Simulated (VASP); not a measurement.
Band structure of TlAs (space group P4_2/mmc). Calculation: PBE GGA, VASP's PBE PAW potentials (set 64) (plane waves; VASP).

Unless said otherwise, spin-orbit coupling is left out, though it shifts the bands of the heavy elements here.

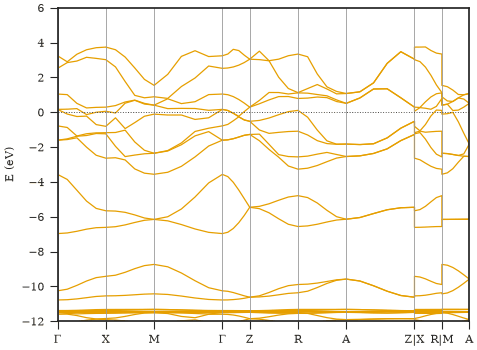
Figure. Bands along high-symmetry lines, zero at the valence-band maximum or, without a gap, the Fermi level

### Question
Read the plot: is there a gap, and where are the band edges?

### Answer
It has no gap at this level: it comes out as a metal or semimetal.

The structure was generated: TlAs was put into an ordered model structure, which need not be its known phase. The cell was not relaxed at this level. The k-mesh is coarse (spacing up to 0.36 per Å, 2π included), so the numbers may not be converged in it.
